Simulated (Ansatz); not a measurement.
```xyz
9

Ge    0.1959   -0.5656   -0.5455
O     1.4987   -1.5259   -1.2068
P    -1.4990   -2.2884   -0.2946
H     1.6742   -1.4232   -2.1549
H    -0.4525    0.4499   -1.4813
H     0.4903   -0.2120    0.9023
H    -1.9473   -2.8317   -1.5200
H    -2.6860   -1.9379    0.3905
H    -0.9952   -3.4022    0.4146
```

Geometry: r2SCAN-D4/def2-SVP.

All numbers below come from isolated molecule in a Gaussian basis; Kohn-Sham density functional theory, functional PBE0 in Ansatz.

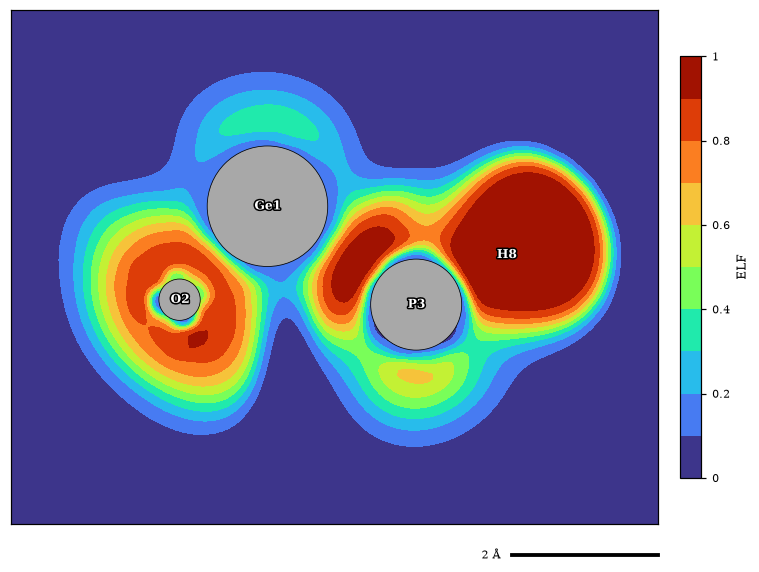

GeH6OP (charge +1). ELF on the plane of atoms O2, Ge1 and P3. Grey discs cover the atomic cores.

What does the map show?

Answer.
- The section cuts through Ge, O, P and H sites.
- Ge–O (1.75 Å): the ELF peaks at about 0.85 in the valence shell of O, 0.6 Å from its nucleus, and is about 0.35 at the midpoint.
- Ge–P (2.43 Å): the ELF peaks at about 1 between the atoms; localised, covalent bonding.
- P–H (1.41 Å): the ELF climbs to about 1 towards the hydrogen, as it does in any bond to H.
- The ELF also peaks beside O2, away from the bonds: lone-pair regions.
